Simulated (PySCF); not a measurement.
# GeF2 (SMILES [F][Ge][F]): CISD/STO-3G

What is the vertical ionisation energy of GeF2 at CISD/STO-3G? The job is set up through a Python script.

Program for the calculation: PySCF 2.14.0.

6 further runs of the same task are left out: 6 set aside as unsound or not needed.

## 1. The structure to begin with

GeF2: 3 atoms, total charge 0, spin state singlet. SMILES: `[F][Ge][F]`. The shape comes from GFN2-xTB, which is rough for such elements, and wasn't checked as a minimum.

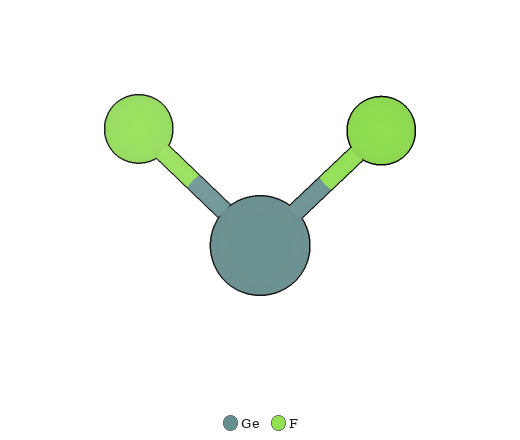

Viewed from a chosen angle; germanium teal, fluorine green.

## 2. A single-point energy at CISD/STO-3G

Input file geometry.xyz:

```xyz
3

Ge     0.004500    -0.007920    -0.812340
F      1.320810    -0.018750     0.415140
F     -1.325320     0.026670     0.397200
```

Input file calc.py:

```python
from pyscf import gto, scf, ci

mol = gto.M(
    atom='geometry.xyz',
    verbose=4,
    basis='sto-3g',
    max_memory=1860,
)

mf = scf.RHF(mol)
mf.conv_tol = 1e-10
mf.kernel()
if not mf.converged:
    mf = mf.newton().run(mf.mo_coeff, mf.mo_occ)

cisd = ci.CISD(mf, frozen=11)
cisd.kernel()
e_final = cisd.e_tot
print('E(%s) = %.9f' % ('CISD', e_final))
```

The run is started by

```sh
$ OMP_NUM_THREADS=1 python calc.py
```

What it wrote:

```text
PySCF version 2.14.0

[INPUT] num. atoms = 3
[INPUT] num. electrons = 50
[INPUT] charge = 0
[INPUT] spin (= nelec alpha-beta = 2S) = 0
[INPUT] symmetry False subgroup None
[INPUT] Mole.unit = angstrom
[INPUT] Symbol           X                Y                Z      unit          X                Y                Z       unit  Magmom
[INPUT]  1 Ge     0.004500000000  -0.007920000000  -0.812340000000 AA    0.008503767561  -0.014966630907  -1.535100120029 Bohr   0.0
[INPUT]  2 F      1.320810000000  -0.018750000000   0.415140000000 AA    2.495969162587  -0.035432364836   0.784500903352 Bohr   0.0
[INPUT]  3 F     -1.325320000000   0.026670000000   0.397200000000 AA   -2.504491827409   0.050398995742   0.750599216677 Bohr   0.0

nuclear repulsion = 185.635829658729
number of shells = 14
number of NR pGTOs = 84
number of NR cGTOs = 28
basis = sto-3g
ecp = {}

******** <class 'pyscf.scf.hf.RHF'> ********
method = RHF
initial guess = minao
damping factor = 0
level_shift factor = 0
DIIS = <class 'pyscf.scf.diis.CDIIS'>
diis_start_cycle = 1
diis_space = 8
diis_damp = 0
SCF conv_tol = 1e-10
SCF conv_tol_grad = None
SCF max_cycles = 50
direct_scf = True
direct_scf_tol = 1e-13
Set gradient conv threshold to 1e-05
Initial guess from minao.
init E= -2244.67791704713
  HOMO = -0.574224110143943  LUMO = -0.257433901628258  gap/eV = 8.62030
cycle= 1 E= -2247.71691356017  delta_E= -3.04  |g|= 0.418  |ddm|= 1.97
  HOMO = -0.229749410456854  LUMO = 0.152868078552063  gap/eV = 10.41155
cycle= 2 E= -2247.79694864049  delta_E= -0.08  |g|= 0.139  |ddm|= 0.956
  HOMO = -0.263888912140157  LUMO = 0.178861002337736  gap/eV = 12.04784
cycle= 3 E= -2247.80640467917  delta_E= -0.00946  |g|= 0.0322  |ddm|= 0.236
  HOMO = -0.265426657686407  LUMO = 0.177708332679413  gap/eV = 12.05832
cycle= 4 E= -2247.8074148135  delta_E= -0.00101  |g|= 0.0123  |ddm|= 0.0911
  HOMO = -0.264140583560872  LUMO = 0.17801044838155  gap/eV = 12.03154
cycle= 5 E= -2247.80762956629  delta_E= -0.000215  |g|= 0.00241  |ddm|= 0.0558
  HOMO = -0.263931222207299  LUMO = 0.178113964001335  gap/eV = 12.02866
cycle= 6 E= -2247.80763742601  delta_E= -7.86e-06  |g|= 0.000333  |ddm|= 0.01
  HOMO = -0.263840457965091  LUMO = 0.178116090351773  gap/eV = 12.02625
cycle= 7 E= -2247.80763755572  delta_E= -1.3e-07  |g|= 7.16e-05  |ddm|= 0.00131
  HOMO = -0.263833731452979  LUMO = 0.178120252576949  gap/eV = 12.02618
cycle= 8 E= -2247.80763756036  delta_E= -4.64e-09  |g|= 2.23e-05  |ddm|= 0.000201
  HOMO = -0.263833284086026  LUMO = 0.178120706940576  gap/eV = 12.02618
cycle= 9 E= -2247.80763756081  delta_E= -4.5e-10  |g|= 8.38e-06  |ddm|= 5.6e-05
  HOMO = -0.263832774963364  LUMO = 0.178120663290352  gap/eV = 12.02617
cycle= 10 E= -2247.80763756089  delta_E= -8e-11  |g|= 1.87e-06  |ddm|= 2.99e-05
  HOMO = -0.263832695021403  LUMO = 0.178120688149885  gap/eV = 12.02616
Extra cycle  E= -2247.80763756089  delta_E= -2.73e-12  |g|= 9.73e-07  |ddm|= 3.58e-06
converged SCF energy = -2247.80763756089

******** <class 'pyscf.ci.cisd.RCISD'> ********
CISD nocc = 14, nmo = 17
frozen orbitals 11
max_cycle = 50
direct = 0
conv_tol = 1e-09
max_cycle = 50
max_space = 12
lindep = 0
nroots = 1
Init t2, MP2 energy = -0.0775271092236364
RCISD converged
E(RCISD) = -2247.899136180129  E_corr = -0.09149861923959923
E(CISD) = -2247.899136180
```

Wall time 0.38 s (1 thread of AMD EPYC 9R45 (Zen 5), shared host); peak memory 0.1 GiB.

## 3. The doublet cation, same level

Input file run.py:

```python
from pyscf import gto, ci

molecule = gto.M(
    atom='''
Ge     0.008504    -0.014967    -1.535100
F      2.495969    -0.035432     0.784501
F     -2.504492     0.050399     0.750599
''',
    max_memory=1860,
    unit='bohr',
    spin=1,
    basis='sto-3g',
    charge=1,
    verbose=4,
)

calc0 = molecule.UHF()
calc0.conv_tol = 1e-10
calc0.kernel()
if not calc0.converged:
    calc0 = calc0.newton().run(calc0.mo_coeff, calc0.mo_occ)

cisd = ci.CISD(calc0, frozen=11)
cisd.kernel()
e_final = cisd.e_tot
print('E = %.10f Eh' % e_final)
```

The run is started by

```sh
$ OMP_NUM_THREADS=1 python run.py
```

What it wrote:

```text
PySCF version 2.14.0

[INPUT] num. atoms = 3
[INPUT] num. electrons = 49
[INPUT] charge = 1
[INPUT] spin (= nelec alpha-beta = 2S) = 1
[INPUT] symmetry False subgroup None
[INPUT] Mole.unit = bohr
[INPUT] Symbol           X                Y                Z      unit          X                Y                Z       unit  Magmom
[INPUT]  1 Ge     0.004500123002  -0.007920195316  -0.812339936483 AA    0.008504000000  -0.014967000000  -1.535100000000 Bohr   0.0
[INPUT]  2 F      1.320809913963  -0.018749806937   0.415140051144 AA    2.495969000000  -0.035432000000   0.784501000000 Bohr   0.0
[INPUT]  3 F     -1.325320091331   0.026670002253   0.397199885339 AA   -2.504492000000   0.050399000000   0.750599000000 Bohr   0.0

nuclear repulsion = 185.635835336688
number of shells = 14
number of NR pGTOs = 84
number of NR cGTOs = 28
basis = sto-3g
ecp = {}

******** <class 'pyscf.scf.uhf.UHF'> ********
method = UHF
initial guess = minao
damping factor = 0
level_shift factor = 0
DIIS = <class 'pyscf.scf.diis.CDIIS'>
diis_start_cycle = 1
diis_space = 8
diis_damp = 0
SCF conv_tol = 1e-10
SCF conv_tol_grad = None
SCF max_cycles = 50
direct_scf = True
direct_scf_tol = 1e-13
number electrons alpha = 25  beta = 24
Set gradient conv threshold to 1e-05
init E= -2244.67791718466
[... the frontier-level lines of each cycle are left out ...]

cycle= 1 E= -2247.43892854975  delta_E= -2.76  |g|= 0.322  |ddm|= 1.57
cycle= 2 E= -2247.52873626594  delta_E= -0.0898  |g|= 0.169  |ddm|= 0.794
cycle= 3 E= -2247.55439947662  delta_E= -0.0257  |g|= 0.0431  |ddm|= 0.26
cycle= 4 E= -2247.55868850474  delta_E= -0.00429  |g|= 0.0226  |ddm|= 0.128
cycle= 5 E= -2247.56071648845  delta_E= -0.00203  |g|= 0.0137  |ddm|= 0.108
cycle= 6 E= -2247.56197669789  delta_E= -0.00126  |g|= 0.00775  |ddm|= 0.107
cycle= 7 E= -2247.56247573405  delta_E= -0.000499  |g|= 0.00349  |ddm|= 0.095
cycle= 8 E= -2247.56252364177  delta_E= -4.79e-05  |g|= 0.00226  |ddm|= 0.015
cycle= 9 E= -2247.56256714831  delta_E= -4.35e-05  |g|= 0.00124  |ddm|= 0.029
cycle= 10 E= -2247.56257506314  delta_E= -7.91e-06  |g|= 0.00043  |ddm|= 0.00994
cycle= 11 E= -2247.56257622195  delta_E= -1.16e-06  |g|= 0.000195  |ddm|= 0.00482
cycle= 12 E= -2247.56257639624  delta_E= -1.74e-07  |g|= 0.000182  |ddm|= 0.000877
cycle= 13 E= -2247.56257652138  delta_E= -1.25e-07  |g|= 0.000175  |ddm|= 0.000606
cycle= 14 E= -2247.56257746884  delta_E= -9.47e-07  |g|= 0.000152  |ddm|= 0.00508
cycle= 15 E= -2247.56257894211  delta_E= -1.47e-06  |g|= 9.59e-05  |ddm|= 0.0111
cycle= 16 E= -2247.56257945205  delta_E= -5.1e-07  |g|= 6.68e-05  |ddm|= 0.00708
cycle= 17 E= -2247.56257957692  delta_E= -1.25e-07  |g|= 5.04e-05  |ddm|= 0.00296
cycle= 18 E= -2247.56257965423  delta_E= -7.73e-08  |g|= 2.1e-05  |ddm|= 0.00338
cycle= 19 E= -2247.56257966135  delta_E= -7.12e-09  |g|= 4.68e-06  |ddm|= 0.00111
cycle= 20 E= -2247.56257966148  delta_E= -1.28e-10  |g|= 2.7e-06  |ddm|= 5.12e-05
cycle= 21 E= -2247.56257966154  delta_E= -6.28e-11  |g|= 1.05e-06  |ddm|= 4.08e-05
Extra cycle  E= -2247.56257966154  delta_E= -1.82e-12  |g|= 7.72e-07  |ddm|= 2.28e-06
converged SCF energy = -2247.56257966154  <S^2> = 0.86514201  2S+1 = 2.1120057

******** <class 'pyscf.ci.ucisd.UCISD'> ********
CISD nocc = (np.int64(14), np.int64(13)), nmo = (17, 17)
frozen orbitals 11
max_cycle = 50
direct = 0
conv_tol = 1e-09
max_cycle = 50
max_space = 12
lindep = 0
nroots = 1
Init t2, MP2 energy = -0.0759639756036669
UCISD converged
E(UCISD) = -2247.670590851029  E_corr = -0.1080111894837656
E = -2247.6705908510 Eh
```

Run time: 0.48 s. Hardware: 1 thread of AMD EPYC 9R45 (Zen 5), shared host; peak memory 0.12 GiB.

## 4. Summary of results

At CISD/STO-3G, 11 core orbitals frozen:

| quantity | value |
| --- | --- |
| singlet GeF2: total energy | -2247.89914 Eh |
| singlet GeF2: dipole moment (Hartree–Fock density) | 1.20 D |
| singlet GeF2: HOMO energy (Hartree–Fock orbitals) | -7.18 eV |
| singlet GeF2: LUMO energy (Hartree–Fock orbitals) | 4.85 eV |
| singlet GeF2: HOMO–LUMO gap (Hartree–Fock orbitals) | 12.03 eV |
| singlet GeF2: correlation energy (11 core orbitals frozen) | -91.5 mEh |
| doublet cation: total energy | -2247.67059 Eh |
| doublet cation: HOMO energy (Hartree–Fock orbitals) (highest over α and β) | -17.31 eV |
| doublet cation: LUMO energy (Hartree–Fock orbitals) (lowest over α and β) | -6.00 eV |
| doublet cation: correlation energy (11 core orbitals frozen) | -108.0 mEh |
| doublet cation: ⟨S²⟩ of the reference determinant | 0.865 |
| vertical ionisation energy (to the doublet cation) | 6.219 eV |

What this shows: The vertical ionisation energy comes to 6.22 eV (143 kcal/mol). In a minimal basis such a difference can be off by several eV, whatever the method. Mulliken charges (singlet GeF2) of the mean-field density run from -0.32 on F3 to +0.63 on Ge1; they depend strongly on the basis. ⟨S²⟩ (doublet cation) is 0.87 where a pure doublet has 0.75: the reference is spin-contaminated. Mulliken charges (doublet cation) of the mean-field density run from -0.09 on F3 to +1.17 on Ge1.
